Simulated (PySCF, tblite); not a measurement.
# C₆H₃FNO radical: geometry, infrared bands and EPR parameters

Wanted: the infrared bands and EPR parameters of C₆H₃FNO radical (`[CH2]C(=O)[C@@]1(F)C=C1C#N`), by calculation.

Computed with tblite 0.8.0 and PySCF 2.14.0, with density-fitted response routines of our own, on a single molecule in the gas phase. Atoms are numbered from 0 throughout.

## (1) The starting structure

12 atoms, charge 0, multiplicity 2; geometry from: force field or distance geometry start.

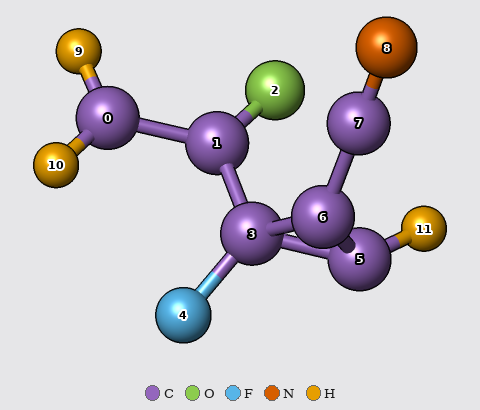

The starting geometry (carbon purple, oxygen green, fluorine blue, nitrogen orange, hydrogen amber), atoms numbered.

## (2) Optimising the geometry with GFN2-xTB

The job: settings as JSON, then the geometry in Å.

```
{"job": {"kind": "relax", "xc": "GFN2-xTB", "basis": "xTB"}, "charge": 0, "multiplicity": 2}
C     -1.936700     0.282200     0.719300
C     -0.781000     0.553800    -0.136900
O     -0.441400     1.694100    -0.400200
C     -0.037200    -0.639800    -0.602700
F     -0.763500    -1.805300    -0.852000
C      1.145500    -0.439300    -1.388300
C      1.309800    -0.832900    -0.127700
C      2.032800    -0.112600     0.853900
N      2.617700     0.454500     1.669600
H     -2.507400     1.133000     1.094500
H     -2.243900    -0.730100     0.947100
H      1.606500     0.441500    -1.802500
```

Command:

```
$ OMP_NUM_THREADS=1 python probes_run.py task.json out
```

This one command runs all jobs of the session in turn.

What it wrote:

```text
step      E/eV     max force
  0    -702.60732    3.769
  1    -702.85797    3.008
  2    -703.01919    2.006
  3    -703.08056    3.720
  4    -703.24829    2.413
  5    -703.36937    1.672
  6    -703.45301    0.957
  7    -703.50140    0.824
  8    -703.57880    1.587
  9    -703.69059    1.222
 10    -703.76435    1.738
 11    -703.80648    0.931
 12    -703.86475    0.586
 13    -703.90504    0.645
 14    -703.93820    1.057
 15    -703.94675    1.428
 16    -703.97424    0.442
 17    -703.98369    0.615
 18    -704.00020    0.782
 19    -704.01640    1.099
 20    -704.03785    0.462
 21    -704.05300    0.531
 22    -704.06227    0.411
 23    -704.06547    0.191
 24    -704.06786    0.168
 25    -704.07166    0.322
 26    -704.07746    0.441
 27    -704.08166    0.276
 28    -704.08469    0.189
 29    -704.08734    0.196
 30    -704.08981    0.279
 31    -704.09156    0.212
 32    -704.09287    0.098
 33    -704.09411    0.103
 34    -704.09561    0.201
 35    -704.09730    0.218
 36    -704.09887    0.133
 37    -704.10030    0.133
 38    -704.10199    0.167
 39    -704.10426    0.243
 40    -704.10711    0.221
 41    -704.11018    0.216
 42    -704.11302    0.256
 43    -704.11548    0.203
 44    -704.11730    0.160
 45    -704.11824    0.069
 46    -704.11861    0.147
 47    -704.11895    0.086
 48    -704.11923    0.065
 49    -704.11964    0.054
 50    -704.11992    0.058
 51    -704.12033    0.091
 52    -704.12074    0.095
 53    -704.12111    0.052
 54    -704.12133    0.034
 55    -704.12148    0.038
 56    -704.12164    0.044
 57    -704.12183    0.039
 58    -704.12204    0.047
 59    -704.12228    0.043
 60    -704.12257    0.057
 61    -704.12292    0.065
 62    -704.12324    0.098
 63    -704.12349    0.114
 64    -704.12371    0.127
 65    -704.12401    0.114
 66    -704.12446    0.080
 67    -704.12506    0.074
 68    -704.12567    0.072
 69    -704.12608    0.042
 70    -704.12632    0.038
 71    -704.12655    0.034
 72    -704.12679    0.047
 73    -704.12707    0.052
 74    -704.12739    0.044
 75    -704.12774    0.048
 76    -704.12810    0.073
 77    -704.12849    0.101
 78    -704.12887    0.110
 79    -704.12916    0.100
 80    -704.12939    0.083
 81    -704.12963    0.041
 82    -704.12997    0.044
 83    -704.13015    0.053
 84    -704.13038    0.033
 85    -704.13046    0.033
 86    -704.13049    0.014
 87    -704.13051    0.012
 88    -704.13054    0.014
 89    -704.13056    0.011
 90    -704.13058    0.009
```

Wall time 0.42 s (1 thread of Arm Neoverse V2, shared host).

Relaxation path: (not every step is listed)

```csv
step,energy from step 0 (eV),largest force (eV/Å)
0,0.0000,3.7691
1,-0.2507,3.0082
2,-0.4119,2.0056
3,-0.4732,3.7198
4,-0.6410,2.4126
5,-0.7621,1.6723
6,-0.8457,0.9571
7,-0.8941,0.8236
8,-0.9715,1.5872
15,-1.3394,1.4278
22,-1.4550,0.4107
29,-1.4800,0.1962
36,-1.4916,0.1327
43,-1.5082,0.2031
50,-1.5126,0.0579
57,-1.5145,0.0391
64,-1.5164,0.1268
71,-1.5192,0.0337
78,-1.5216,0.1100
85,-1.5231,0.0326
86,-1.5232,0.0137
87,-1.5232,0.0124
88,-1.5232,0.0140
89,-1.5232,0.0107
90,-1.5233,0.0090
```

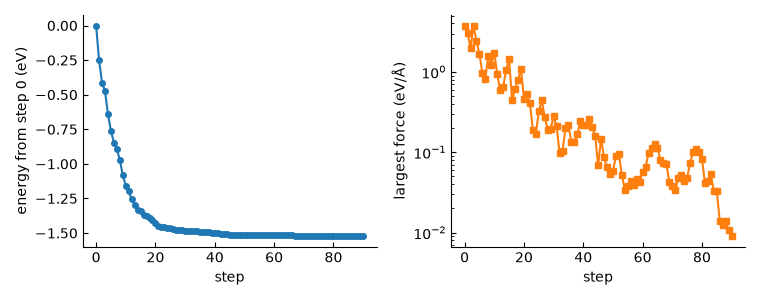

Energy and largest force along the relaxation.

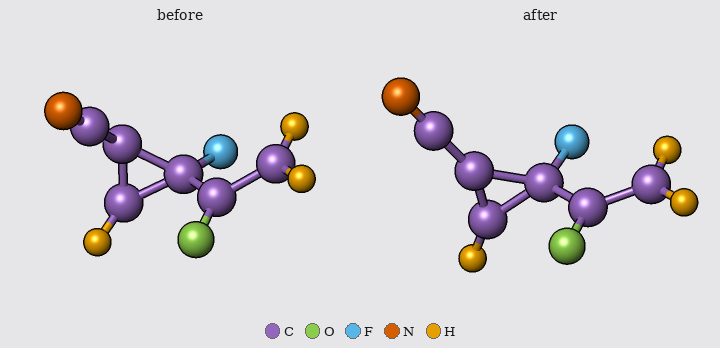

The geometry before (left) and after (right).

Distances of close pairs at the start and the end, largest changes first:

```csv
bond,before (Å),after (Å),change (Å)
C3–C6,1.441,1.514,+0.073
C3–C5,1.434,1.487,+0.054
C0–C1,1.464,1.415,-0.049
C6–C7,1.416,1.378,-0.038
C5–C6,1.331,1.311,-0.020
C1–C3,1.482,1.501,+0.019
C3–F4,1.396,1.380,-0.016
C0–H9,1.091,1.076,-0.015
```

The end geometry stands in the next job.

## (3) Infrared spectrum with GFN2-xTB

The job: settings as JSON, then the geometry in Å.

```
{"job": {"kind": "ir", "xc": "GFN2-xTB", "basis": "xTB"}, "charge": 0, "multiplicity": 2}
C     -2.216761     0.267784     0.485253
C     -0.947152     0.666808     0.005822
O     -0.598781     1.841453    -0.131376
C      0.026465    -0.417325    -0.352897
F     -0.468036    -1.699473    -0.229672
C      1.114577    -0.204488    -1.344534
C      1.507017    -0.234126    -0.093714
C      2.447079    -0.189233     0.913320
N      3.209693    -0.163344     1.770466
H     -2.941363     1.025704     0.724626
H     -2.472705    -0.769097     0.605282
H      1.341166    -0.125351    -2.378603
```

What it wrote:

```text
mode    cm-1     km/mol
  1      44.2      9.64
  2      79.4      2.24
  3     130.4      9.23
  4     208.2     14.81
  5     262.1      3.02
  6     328.6      0.66
  7     348.0      1.91
  8     375.9      4.56
  9     425.4      3.00
 10     479.3      7.39
 11     522.1     13.60
 12     559.5     13.32
 13     575.5     15.61
 14     656.8      7.29
 15     686.0     18.45
 16     719.8     23.69
 17     767.0     20.91
 18     914.0      7.15
 19     975.4     12.40
 20    1017.1      8.35
 21    1061.1    111.03
 22    1172.4     69.04
 23    1255.5     71.48
 24    1373.8     25.62
 25    1546.8    129.63
 26    1832.2     35.44
 27    2349.2    153.04
 28    3113.7      5.36
 29    3170.9      0.67
 30    3244.6      5.31
```

Wall time 0.27 s (1 thread of Arm Neoverse V2, shared host).

Which atoms move in the most intense modes:

```csv
cm⁻¹,km/mol,atoms
720,23.7,"C5 17 %, C1 14 %, C0 13 %, F4 12 %"
1061,111.0,"C3 57 %, F4 12 %"
1172,69.0,"C3 61 %, C5 17 %"
1256,71.5,"C1 49 %, C3 18 %, H9 17 %"
1374,25.6,"H10 38 %, H9 28 %, C0 25 %"
1547,129.6,"C1 62 %, O2 37 %"
1832,35.4,"C6 59 %, C5 30 %"
2349,153.0,"C7 61 %, N8 38 %"
```

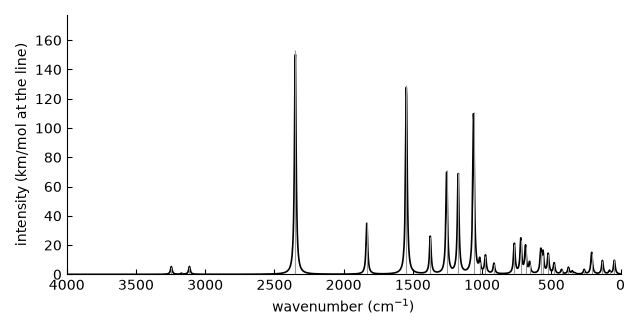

The infrared spectrum from these modes, unscaled. Lines are broadened to a width of 14 cm⁻¹ (Lorentzian).

## (4) EPR parameters: B3LYP/pcH-1

The job, as its differences from that of step 3:

```diff
@@ -1,2 +1,2 @@
-{"job": {"kind": "ir", "xc": "GFN2-xTB", "basis": "xTB"}, "charge": 0, "multiplicity": 2}
+{"job": {"kind": "epr", "basis": "pcH-1"}, "charge": 0, "multiplicity": 2}
 C     -2.216761     0.267784     0.485253
```

With the program's defaults for keys left out, this is: UKS B3LYP, pcH-1 on C F H N O, non-relativistic, mean-field spin-orbit, GIAO.

What it wrote:

```text
UKS, coarse grid
  cycle   1  E = -459.89233112  |g| = 7.44e-01
  cycle   2  E = -457.96042558  |g| = 2.07e+00
  cycle   3  E = -460.05222422  |g| = 3.60e-01
  cycle   4  E = -460.10094813  |g| = 1.92e-01
  cycle   5  E = -460.10970513  |g| = 1.10e-01
  cycle   6  E = -460.11478746  |g| = 3.31e-02
  cycle   7  E = -460.11527491  |g| = 1.46e-02
  cycle   8  E = -460.11540883  |g| = 6.31e-03
  cycle   9  E = -460.11544607  |g| = 3.74e-03
  cycle  10  E = -460.11545592  |g| = 1.75e-03
  cycle  11  E = -460.11545779  |g| = 9.10e-04
UKS, final grid
  cycle   1  E = -460.11544109  |g| = 1.50e-03
  cycle   2  E = -460.11543798  |g| = 3.09e-03
  cycle   3  E = -460.11544219  |g| = 2.67e-04
  cycle   4  E = -460.11544223  |g| = 1.29e-04
  cycle   5  E = -460.11544224  |g| = 1.02e-04
  cycle   6  E = -460.11544225  |g| = 4.24e-05
  cycle   7  E = -460.11544225  |g| = 1.28e-05
E = -460.11544225 Eh   <S^2> = 0.7663 (exact 0.7500)
g shifts (ppm)      1          2          3
  rmc          -190       -190       -190
  gc             -8         41         41
  oz_so          -8       2124       6798
  total        -206       1975       6649
hyperfine (MHz)  atom isotope    a_iso     a_fc   dipolar eigenvalues
    0   13C      65.49      65.49    -64.69    -64.09    128.78
    1   13C     -43.28     -43.28    -15.68      4.22     11.46
    2   17O     -21.88     -21.88   -104.94     52.25     52.68
    3   13C      -2.88      -2.88     -0.60     -0.50      1.10
    4   19F      -0.40      -0.40     -4.44      0.49      3.94
    5   13C      -3.50      -3.50     -1.11     -0.10      1.21
    6   13C      -4.42      -4.42     -1.05     -0.13      1.18
    7   13C      -0.06      -0.06     -0.35     -0.07      0.41
    8   14N      -0.02      -0.02     -0.22      0.06      0.17
    9    1H     -51.34     -51.34    -29.02     -2.56     31.59
   10    1H     -52.88     -52.88    -31.11     -1.83     32.94
   11    1H       0.54       0.54     -0.94     -0.77      1.70
```

Wall time 71 s (1 thread of Arm Neoverse V2, shared host); peak memory 0.94 GiB.

Principal g values 2.00211, 2.00429, 2.00897; g(iso) = 2.00513, against 2.00232 for a free electron.

Hyperfine couplings; where a row names several nuclei, a(iso) is their mean (it holds for fast rotation or exchange) and the dipolar term the largest among them:

```csv
nuclei,isotope,a(iso) (MHz),"a(iso) (G, at g = 2.0023)",largest dipolar term (MHz)
C0,13C,65.5,23.4,128.8
"H9, H10",1H,-52.1,-18.6,32.9
C1,13C,-43.3,-15.4,-15.7
O2,17O,-21.9,-7.8,-104.9
C6,13C,-4.4,-1.6,1.2
C5,13C,-3.5,-1.2,1.2
C3,13C,-2.9,-1.0,1.1
H11,1H,0.5,0.2,1.7
F4,19F,-0.4,-0.1,-4.4
C7,13C,-0.1,0.0,0.4
N8,14N,0.0,0.0,-0.2
```

Mulliken spin populations:

```csv
atom,value (e)
C0,0.86
C1,-0.13
O2,0.34
C3,0.00
F4,0.00
C5,0.00
C6,0.00
C7,0.00
N8,0.00
H9,-0.04
H10,-0.03
H11,0.00
```

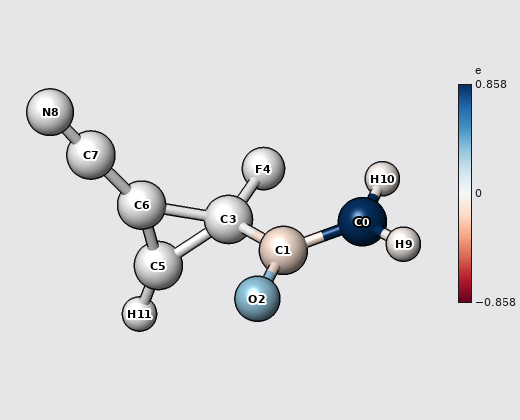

Mulliken spin populations, as colours on the atoms.

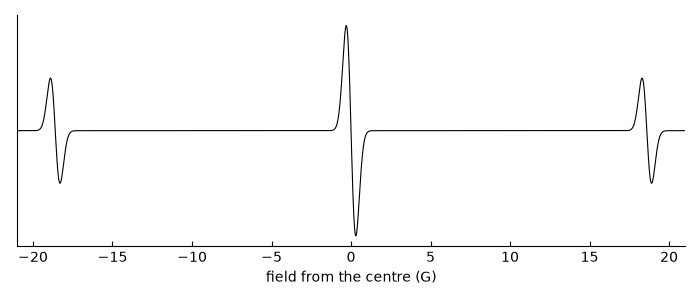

First-order isotropic spectrum (first derivative, main isotopes with spin only, couplings over 0.8 MHz, Gaussian width 0.3 G; couplings of the frozen geometry, rotation of groups not averaged beyond the rows shown).

Orbitals, density, ELF and potential are computed afterwards from the orbital file.

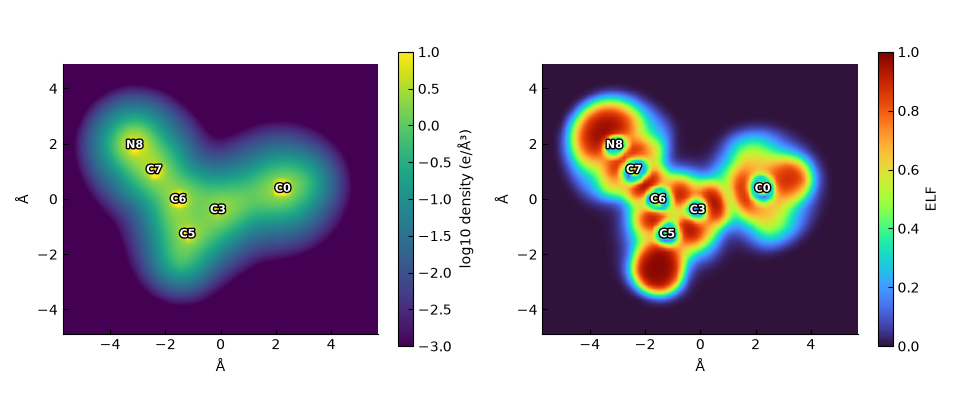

Density (left) and ELF (right) in a plane through or near 6 of the atoms.

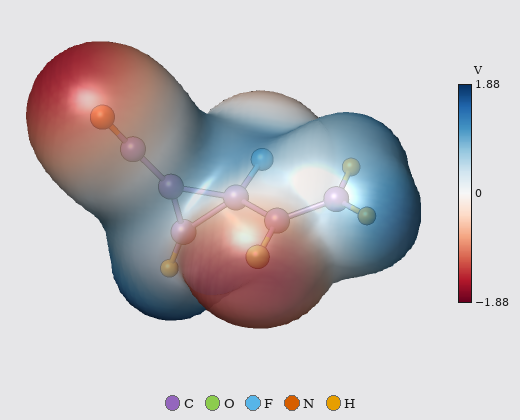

Electrostatic potential on the surface of density 0.002 e/bohr³; red is low, blue high. It runs from -1.48 V near N8 to 1.88 V near H11.

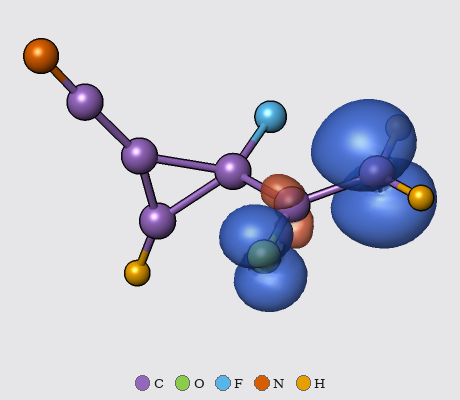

Spin density at ±0.05 e/Å³ (alpha excess blue, beta excess red).

## (5) Outcome

```
                                 quantity                  value
strongest single infrared mode (GFN2-xTB)  2349 cm⁻¹, 153 km/mol
             zero-point energy (GFN2-xTB)          43.2 kcal/mol
                           g(iso) (B3LYP)                2.00513
                                     ⟨S²⟩     0.766 (exact 0.75)
       largest a(iso) (averaged by class)    13C on C0, 65.5 MHz
    surface potential, least and greatest     -1.48 V and 1.88 V
```

Over 90 steps the energy fell by 1.523 eV; of the close pairs, C3–C6 changed most, 1.441 to 1.514 Å. No mode is imaginary among the 30: a minimum at this level. The strongest single mode, at 2349 cm⁻¹, moves mainly C7 and N8. Unscaled tight-binding wavenumbers are off by several per cent, some by more. Its intensities can rank the bands wrongly. The largest share of the spin, 0.86 e, sits on C0. The isotropic g lies 2.8 ppt above the free-electron value.
